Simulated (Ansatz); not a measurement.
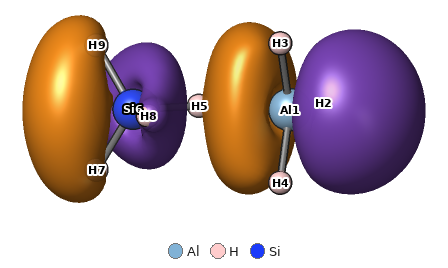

The picture shows: AlH3···SiH4. The LUMO at ±0.08 Å⁻³ᐟ² (orange and purple are the two phases), seen across its widest extent.

The reactant side of a reaction path; geometry: PBE0-D4/def2-TZVP.

Method: Ansatz 0.2.0, RKS PBE0-D4/def2-TZVPP.

```yaml
atoms:
  - { symbol: Al, position_ang: [-0.6941, -0.9500, -1.1744] }
  - { symbol: H, position_ang: [0.2396, -1.1131, -2.4500] }
  - { symbol: H, position_ang: [-0.6924, -2.0670, -0.0405] }
  - { symbol: H, position_ang: [-1.8361, 0.1588, -1.1625] }
  - { symbol: H, position_ang: [0.7171, 0.1829, -0.3653] }
  - { symbol: Si, position_ang: [0.5787, 0.8064, 1.0076] }
  - { symbol: H, position_ang: [0.6933, 2.2657, 0.7895] }
  - { symbol: H, position_ang: [-0.7220, 0.4368, 1.6012] }
  - { symbol: H, position_ang: [1.7161, 0.2795, 1.7945] }
```

**Where does this orbital lie, and at what energy?**

Its weight (Hirshfeld) is mainly on Al1 (about 50 %), Si6 (about 25 %) and H5 (about 5 %). Its energy is −0.87 eV.
